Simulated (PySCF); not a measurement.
# NbNBr₂: structure of the singlet

Where does singlet NbNBr₂ go from a T-shaped (ligand arrangement 2) start, is the end point a minimum, and what are its modes, charges and moments?

The runs use PySCF 2.14.0; PBE0, basis Nb def2-SVP with ECP28, N def2-SVP, Br def2-SVP, scalar-relativistic core potentials, no spin–orbit coupling, density fitting.

## (1) The starting structure

4 atoms, charge 0, spin multiplicity 1.

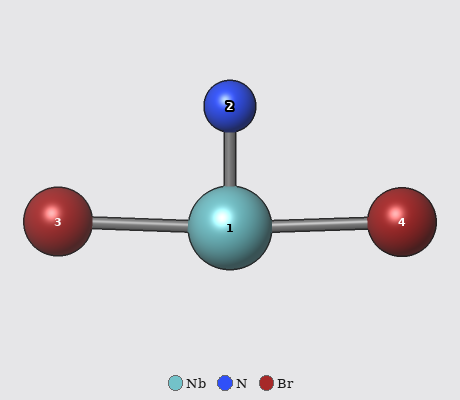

Start geometry, drawn with niobium teal, nitrogen blue, bromine red; atoms are numbered from 1 in the order of the file.

```xyz
4
charge 0 multiplicity 1
Nb    0.0000    0.0000   -0.1522
N     0.0000    0.0000    1.6978
Br    2.6084    0.0000   -0.0611
Br   -2.6084    0.0000   -0.0611
```

## (2) T-shaped (ligand arrangement 2) start, singlet: relaxation

The steps below are one call of a driver around PySCF. For each, scf.py gives the equivalent set-up of the SCF; relaxations use the driver's own optimiser. Before each start the driver seeks the lowest SCF state from one or more starting densities and follows internal instabilities, so scf.py alone need not reach the same state.

The program finds C2v symmetry in the start, which this walk keeps.

Contents of scf.py:

```python
from pyscf import gto, scf, dft
mol = gto.M(atom='''
Nb     0.000000     0.000000    -0.152163
N      0.000000     0.000000     1.697837
Br     2.608400    -0.000000    -0.061063
Br    -2.608400     0.000000    -0.061063''',
    basis={'Nb': 'def2-SVP', 'N': 'def2-SVP', 'Br': 'def2-SVP'},
    ecp={'Nb': 'def2-SVP'},
    charge=0, spin=0)
mf = dft.RKS(mol, xc='PBE0')
mf.grids.atom_grid = (50, 194)
aux = {'Nb': 'def2-universal-JKFIT', 'N': 'def2-universal-JKFIT', 'Br': 'def2-universal-JKFIT'}
mf = mf.density_fit(auxbasis=aux)
mf.kernel()
```

After this run come: Vibrations and properties at this point; Following the imaginary mode; Hessian and properties.

What does the calculation give? Wanted: minimum; geometry; wavenumbers; dipole moment; highest occupied, lowest empty level; polar-tensor charge of Nb1; zero-point energy; atomisation energy.

The runs gave:

```
                                 quantity                                                                   value
                                  minimum                                                             singlet, Cs
                                 geometry  Nb–Br 2.465 Å (×2), Nb–N 1.639 Å; Br–Nb–Br 119.1°, Br–Nb–N 107.8° (×2)
                       wavenumbers (cm⁻¹)            52 (a'), 145 (a'), 213 (a''), 265 (a'), 342 (a''), 1159 (a')
                            dipole moment                                                                  3.99 D
     highest occupied, lowest empty level                                                         -8.07, -3.95 eV
               polar-tensor charge of Nb1                                                                 +1.67 e
                        zero-point energy                                                             13.0 kJ/mol
                      entropy at 298.15 K                                                         355.2 J/(mol K)
atomisation energy (no zero-point energy)                                                             1347 kJ/mol
```

**Reading.** The T-shaped (ligand arrangement 2) start (C2v) ends in a minimum of Cs symmetry, after a stop at a saddle point 7.2 kJ/mol higher, from which it was pushed off along an imaginary mode. The strongest infrared band lies at 1159 cm⁻¹ (a', stretch). Other starts or spin states, not run here, may lie lower. Modes under about 90 cm⁻¹ are uncertain by tens of cm⁻¹.
